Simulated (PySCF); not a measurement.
## Electronic structure of C6H5Cl3O in real space

```xyz
15

O     0.0120    2.4430    0.1411
C     0.3733    1.3096   -0.0213
C     1.6415    0.8280   -0.5674
C     1.6951   -0.5028   -0.5519
C     0.4629   -1.1336    0.0027
C    -0.4519    0.0492    0.3486
C    -1.7629    0.0324   -0.4178
Cl   -2.6536   -1.4814   -0.0860
Cl   -2.7994    1.3931    0.0444
Cl   -1.4521    0.1172   -2.1704
H     2.3970    1.5064   -0.9194
H     2.5185   -1.1056   -0.8957
H     0.6952   -1.7352    0.8830
H     0.0094   -1.8004   -0.7327
H    -0.6894    0.0881    1.4151
```

Geometry: GFN2-xTB.

Method: PBE0/pcSseg-1, SCF density, gas phase, non-relativistic (PySCF).

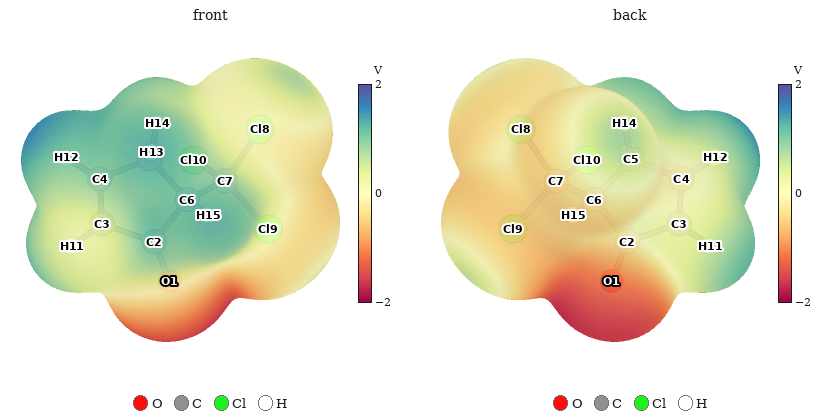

Figure 1. The electrostatic potential painted on the density surface at 0.002 e/bohr³, seen from the front and from behind; red is negative and blue positive.

Describe the electrostatic potential map.

Answer. The most negative region (about −1.7 V) lies over O1, the most positive (about +1.5 V) over H12. Cl8 shows a σ-hole: about +0.8 V at the tip opposite its bond, against about −0.1 V on its flanks. Cl9 shows a σ-hole: about +0.6 V at the tip opposite its bond, against about −0.6 V on its flanks. Cl10 shows a σ-hole: about +0.7 V at the tip opposite its bond, against about −0.2 V on its flanks. O1 is the likeliest acceptor of a hydrogen bond.

How polar is the molecule by this calculation?

Answer. Its dipole moment is 4.25 D.

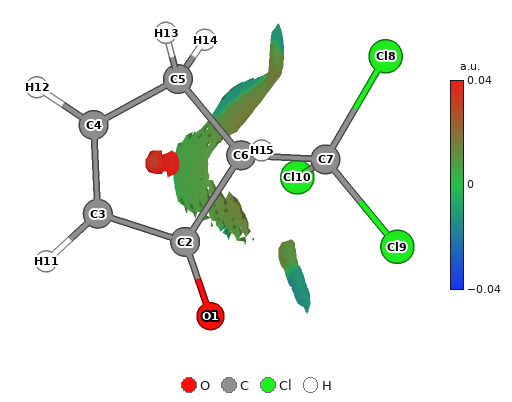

Figure 2. Non-covalent interaction (NCI) plot: the surface where the reduced density gradient is 0.5, for densities under 0.05 a.u., coloured by sign(λ₂)ρ; seen across its widest extent.

What holds or crowds the atoms apart from the covalent bonds?

Answer. Between O1 and C2 on one side and Cl9 on the other: a weak contact, attractive (blue-green) on one side and crowded (olive to red) on the other; between H14 and C5 on one side and Cl8 and C7 on the other: a weak contact (green); inside the ring or cage of C2, C3, C4, C5 and C6: steric crowding (red).

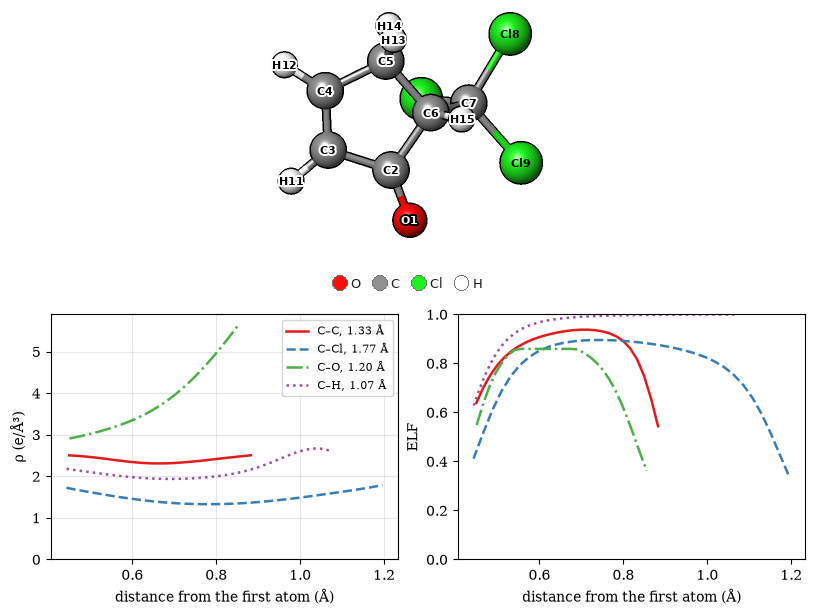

Figure 3. Total electron density and electron localisation function along straight lines between neighbouring atoms. The curves leave out the atomic cores. The structure is drawn too.

Compare the contacts.

Answer. C–C (1.33 Å): ρ at the midpoint is about 2.3 e/Å³; the ELF peaks at about 0.95 between the atoms (a short, multiple covalent bond).
C–Cl (1.77 Å): ρ is about 1.4 e/Å³ halfway; the ELF peaks at about 0.90 between the atoms: a covalent bond.
C–O (1.20 Å): ρ is about 3.4 e/Å³ halfway; the ELF peaks at about 0.85 between the atoms: a short, multiple covalent bond.
C–H (1.07 Å): the density is about 2.1 e/Å³ at the midpoint; the ELF climbs to about 1 towards the hydrogen, as it does in any bond to H; an ordinary covalent bond to hydrogen.
